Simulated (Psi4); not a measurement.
# [CF3]+ (SMILES F[C+](F)F) at M06-2X/def2-SVPD

What is the vertical electron affinity of [CF3]+ at M06-2X/def2-SVPD? 

The results are computed with Psi4 1.11.

## (1) The structure to begin with

[CF3]+: 4 atoms, total charge +1, spin state singlet. As SMILES, `F[C+](F)F`. The shape is that of a PBE0-D4/def2-TZVP optimisation.

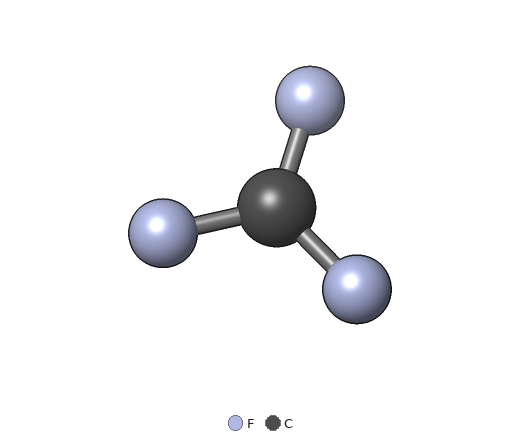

The structure, seen from a chosen angle (fluorine light blue, carbon dark grey).

## (2) A single-point energy at M06-2X/def2-SVPD

Contents of job.inp:

```
memory 2200 MB

molecule m {
  1 1
  F      0.698600    -0.114600     1.005400
  C      0.000000     0.000000     0.000000
  F     -0.609500    -0.973400    -0.439400
  F     -0.089000     1.088000    -0.566000
  symmetry c1
}

set {
  basis def2-SVPD
  puream true
  e_convergence 1e-09
  d_convergence 1e-08
  scf_type pk
  dft_radial_points 99
  dft_spherical_points 590
}

energy("m06-2x")
print_variables()
```

Command:

```bash
$ psi4 -i job.inp -o job.out -n 1
```

job.out:

```text
[...]
  Running in c1 symmetry.
[...]
  Nuclear repulsion =  130.092792016670501
[...]
  Multiplicity = 1
[...]
  Nalpha       = 16
  Nbeta        = 16
[...]
    Number of basis functions: 89
[...]
   @RKS iter   1:  -336.77876574507439    6.27429e-01   5.60397e-03 ADIIS/DIIS
[...]
   @RKS iter  10:  -336.87445631748767   -3.58114e-12   1.20567e-09 DIIS
[...]
    Orbital Energies [Eh]
    ---------------------
    Doubly Occupied:
       1A    -25.692191     2A    -25.692187     3A    -25.692012
       4A    -11.247049     5A     -1.876665     6A     -1.778135
       7A     -1.778130     8A     -1.160741     9A     -1.098341
      10A     -1.098337    11A     -1.061862    12A     -0.942375
      13A     -0.942373    14A     -0.920549    15A     -0.920544
      16A     -0.890216
[...]
  @RKS Final Energy:  -336.87445631748767
   => Energetics <=
    Nuclear Repulsion Energy =            130.0927920166705007
    One-Electron Energy =                -713.9671086564090956
    Two-Electron Energy =                 264.4120396553833530
    DFT Exchange-Correlation Energy =     -17.4121793331324213
    Empirical Dispersion Energy =           0.0000000000000000
    VV10 Nonlocal Energy =                  0.0000000000000000
    Total Energy =                       -336.8744563174876703
[...]
 Multipole Moments:
 ------------------------------------------------------------------------------------
     Multipole            Electronic (a.u.)      Nuclear  (a.u.)        Total (a.u.)
 ------------------------------------------------------------------------------------
 L = 1.  Multiply by 2.5417464519 to convert [e a0] to [Debye]
 Dipole X            :         -0.0000308           -0.0000164           -0.0000472
 Dipole Y            :         -0.0000021            0.0000000           -0.0000021
 Dipole Z            :          0.0000137            0.0000000            0.0000137
 Magnitude           :                                                    0.0000492
[...]
```

Wall time 49 s (1 thread of Intel Xeon at 2.50GHz (Skylake/Cascade Lake), shared host); peak memory 1 GiB.

## (3) Doublet neutral CF3, same level

Contents of calc.dat:

```
memory 2200 MB

molecule geom {
  0 2
  F
  C 1 1.229636
  F 2 1.229663 1 119.99997
  F 2 1.229643 1 119.99607 3 -179.99577
  symmetry c1
}

set basis def2-SVPD
set reference uks
set puream true
set e_convergence 1e-09
set d_convergence 1e-08
set scf_type pk
set dft_radial_points 99
set dft_spherical_points 590
set maxiter 100

e_tot, wfn = energy("m06-2x", return_wfn=True)
oeprop(wfn, "MAYER_INDICES", "DIPOLE", "QUADRUPOLE", title="M06-2X")
```

Command:

```bash
$ psi4 calc.dat calc.out -n 1
```

calc.out:

```text
[...]
  Running in c1 symmetry.
[...]
  Nuclear repulsion =  130.092759845530310
[...]
  Multiplicity = 2
[...]
  Nalpha       = 17
  Nbeta        = 16
[...]
    Number of basis functions: 89
[...]
   @UKS iter   1:  -337.10710498131817    2.99088e-01   4.12880e-03 ADIIS/DIIS
[...]
   @UKS iter  11:  -337.15026092620371   -1.19371e-12   1.17888e-09 DIIS
[...]
   @S^2 Observed:                7.537692640E-01
[...]
    Orbital Energies [Eh]
    ---------------------
    Alpha Occupied:
       1A    -25.320254     2A    -25.320250     3A    -25.320085
       4A    -10.752877     5A     -1.511362     6A     -1.419153
       7A     -1.419143     8A     -0.817960     9A     -0.748300
      10A     -0.748294    11A     -0.725441    12A     -0.603334
      13A     -0.603323    14A     -0.598764    15A     -0.598761
      16A     -0.546238    17A     -0.207644
    Alpha Virtual:
      18A      0.014974    19A      0.093158    20A      0.093160
      21A      0.109495    22A      0.144417    23A      0.144418
      24A      0.159958    25A      0.170858    26A      0.170862
[...]
  @UKS Final Energy:  -337.15026092620371
   => Energetics <=
    Nuclear Repulsion Energy =            130.0927598455303098
    One-Electron Energy =                -725.8111006621816159
    Two-Electron Energy =                 276.2178805203409411
    DFT Exchange-Correlation Energy =     -17.6498006298932921
    Empirical Dispersion Energy =           0.0000000000000000
    VV10 Nonlocal Energy =                  0.0000000000000000
    Total Energy =                       -337.1502609262037140
[...]
 Multipole Moments:
 ------------------------------------------------------------------------------------
     Multipole            Electronic (a.u.)      Nuclear  (a.u.)        Total (a.u.)
 ------------------------------------------------------------------------------------
 L = 1.  Multiply by 2.5417464519 to convert [e a0] to [Debye]
 Dipole X            :         -0.0000520            0.0000129           -0.0000391
 Dipole Y            :          0.0000037           -0.0000040           -0.0000003
 Dipole Z            :          0.0000067            0.0000093            0.0000160
 Magnitude           :                                                    0.0000422
 L = 2.  Multiply by 1.3450342976 to convert [e a0^2] to [Debye ang]
 Quadrupole XX       :        -14.1053681            0.0000001          -14.1053680
 Quadrupole XY       :          0.0027434           -0.0026910            0.0000524
[...]
```

Wall time 76 s (1 thread of Intel Xeon at 2.50GHz (Skylake/Cascade Lake), shared host); peak memory 1 GiB.

## (4) What came out

At M06-2X/def2-SVPD:

```
                                               quantity          value
                           singlet [CF3]+: total energy  -336.87446 Eh
                            singlet [CF3]+: HOMO energy      -24.22 eV
                            singlet [CF3]+: LUMO energy       -9.41 eV
                          singlet [CF3]+: HOMO–LUMO gap       14.81 eV
                      doublet neutral CF3: total energy  -337.15026 Eh
                     doublet neutral CF3: dipole moment         0.00 D
doublet neutral CF3: HOMO energy (highest over α and β)       -5.65 eV
 doublet neutral CF3: LUMO energy (lowest over α and β)        0.34 eV
                              doublet neutral CF3: ⟨S²⟩          0.754
    vertical electron affinity (to the doublet neutral)       7.505 eV
```

**Reading.** At fixed nuclei the extra electron is bound by 7.51 eV (173 kcal/mol).
